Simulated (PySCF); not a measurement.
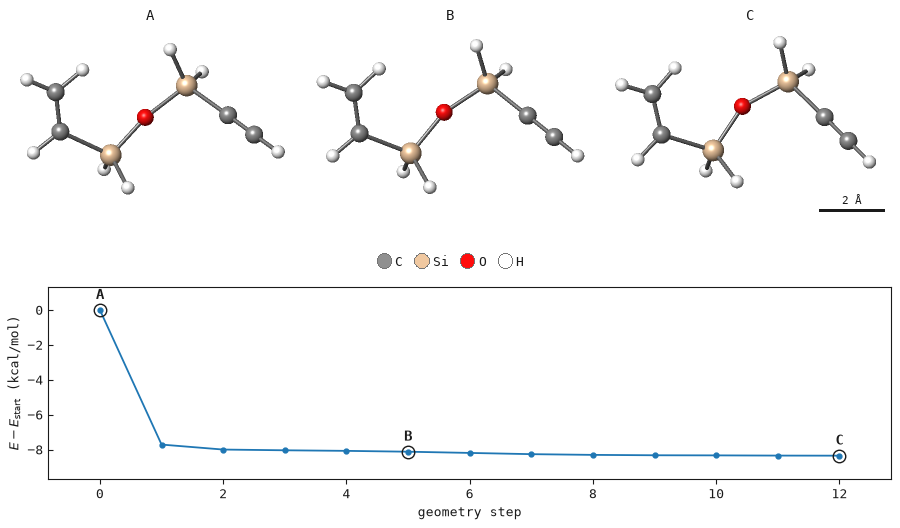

Frames of a relaxation of C₄H₈OSi₂, marked on the history of the run. The picture is a ball-and-stick view, seen face on.

The start comes from GFN2-xTB. Its atoms were then displaced at random by about 0.01 Å.

Method: PySCF 2.14.0, density-fitted response routines, PBE0-D3(BJ)/def2-SVP geometry optimisation, gas phase. 

### What happens along the run?

The energy falls by 8.35 kcal/mol in 12 geometry steps. The atom that moves furthest after the best rigid fit is an H atom (0.42 Å). Largest moves by element: H 0.42 Å, O 0.36 Å, C 0.27 Å, Si 0.17 Å. Among the contacts that change: O–Si 1.599 → 1.663 Å, C–C 1.171 → 1.217 Å, H–Si 1.454 → 1.495 Å, C–H 1.062 → 1.096 Å. Bond angles that change, for instance: Si–O–Si 162.1° → 146.9°, H–Si–H 114.1° → 108.4°, O–Si–H 104.5° → 108.8°. Groups turn about O–Si by about 25°, O–Si by about 25°. Cost: 3.4 min on 1 thread of Arm Neoverse N1, on a shared host. From step 0 to 5: an H atom moves most (0.23 Å), energy −8.12 kcal/mol. From step 5 to 12: an H atom moves most (0.32 Å), energy −0.23 kcal/mol.

```csv
step,"E − E(0), kcal/mol"
0,0.00
1,-7.71
2,-8.00
3,-8.04
4,-8.07
5,-8.12
6,-8.19
7,-8.26
8,-8.30
9,-8.32
10,-8.33
11,-8.34
12,-8.35
```
